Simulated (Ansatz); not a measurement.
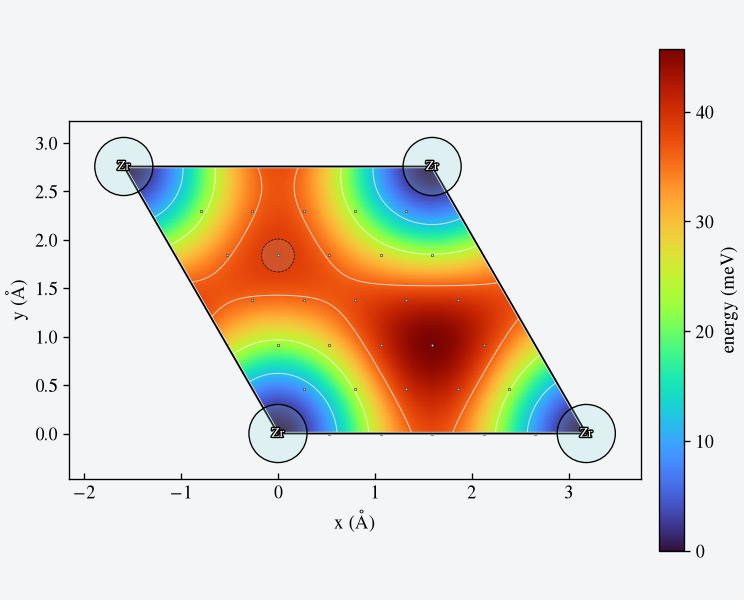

N₂ on a Zr(001) slab cut from the P6_3/mmc phase, its upper half relaxed before the scan (16 atoms of substrate and one adsorbate in a 2 × 2 cell). 
- N2 is moved over the surface cell at a fixed height above a rigid substrate; the origin of the map has the adsorbate above Zr13; the height is held at 3.60 Å.
- Places are given modulo a cell vector. The map is drawn in real space over the plane of the surface.
- The scan uses a 6 × 6 grid; 10 points were computed and 26 follow by symmetry.
- Places are given in fractions of the 1 × 1 surface cell.
- Energies are in meV, from the lowest grid point.
- At a fixed height the lowest place need not be the adsorption site.
- Theory: DFT PBE+D3(BJ), scalar-relativistic, plane waves, PAW (Ansatz 0.2.0). Settings: cutoff 420 eV, k-mesh 6×6×1, gaussian smearing 0.1 eV, no spin polarisation.

The picture shows a smooth colour map with a few white contour lines, dots at the grid points, labelled circles for the atoms of the top layer and small ones for the second layer, the outline of one cell of the plane. Between grid points the surface is interpolated.

The lowest grid point is at the top site over a surface Zr atom, (0/6, 0/6) of the cell vectors. It is the only kind of minimum in the scanned range. The highest grid point, a threefold hollow, (4/6, 2/6) of the cell vectors, lies 45.7 meV above the lowest. On the interpolated surface the easiest way out of the lowest well to its copy in the next cell or period passes a barrier of about 37 meV.

The system is changed to N₂ on a Ru(001) slab cut from the P6_3/mmc phase, its upper half relaxed before the scan (16 atoms of substrate and one adsorbate in a 2 × 2 cell); all else is set up alike.

Q: How does the landscape change?

A: The lowest place stays at the top site over a surface Ru atom, (0/6, 0/6) of the cell vectors. The highest place moves from a threefold hollow, (4/6, 2/6) of the cell vectors to a threefold hollow over a second-layer Ru atom, (2/6, 4/6) of the cell vectors. The span from the lowest to the highest grid point shrinks from 45.7 to 12.2 meV. The easiest pass out of the lowest well goes from about 37 to about 11 meV on the interpolated surfaces.

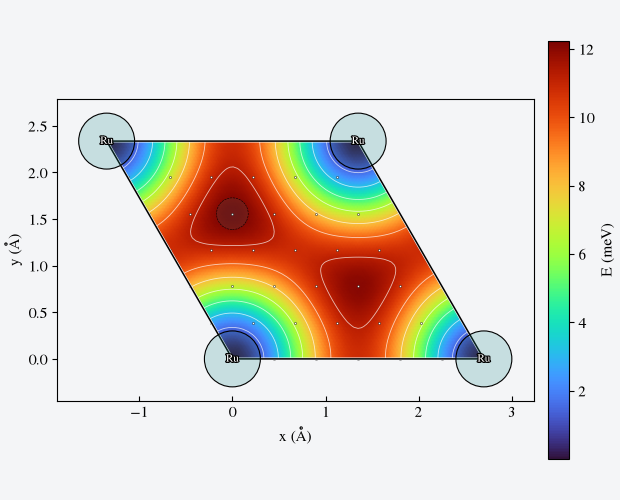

The map after the change, on a colour scale of its own. In the figure: a smooth colour map with a few white contour lines, dots at the grid points, labelled circles for the atoms of the top layer and small ones for the second layer, the outline of one cell of the plane. Between grid points the surface is interpolated.
